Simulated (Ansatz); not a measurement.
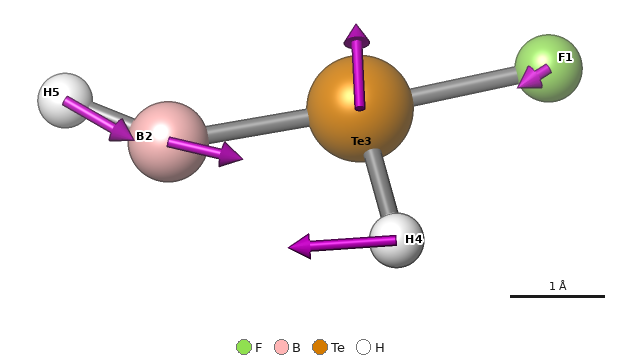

This is a relaxation of BH₂TeF. The starting structure is drawn; purple arrows show the displacements, at their true length. The two geometries are superimposed by the best rigid fit.

A ball-and-stick model, seen at a tilt.

It is one of the separated reactants of a reaction.

Theory: RKS PBE0-D4/def2-TZVP in Ansatz. Set-up: force threshold 0.005 eV/Å; at most 200 steps.

Question: Describe the change and its energy.

Answer: After 23 accepted moves (25 points after the start) the energy has fallen by 2.992 eV. Largest force component: 0.48 eV/Å at the start, 0.0023 eV/Å at the end. The line search rejected the trial steps at points 19, 24 of the run. The atom that moves furthest after the best rigid fit is H4 (1.18 Å). Largest moves by element: H 1.18 Å, Te 1.05 Å, B 0.84 Å, F 0.42 Å. Near-neighbour distances that change, for instance: B2–H4 2.748 → 1.189 Å, Te3–H4 1.678 → 2.869 Å, F1–Te3 2.083 → 1.911 Å, B2–Te3 2.101 → 2.067 Å. New bonds form: B2–H4 (2.75 → 1.19 Å). Bonds break: Te3–H4 (1.68 → 2.87 Å). Among the angles between lasting bonds that change: F1–Te3–B2 177.6° → 100.3°, Te3–B2–H5 144.6° → 114.3°.
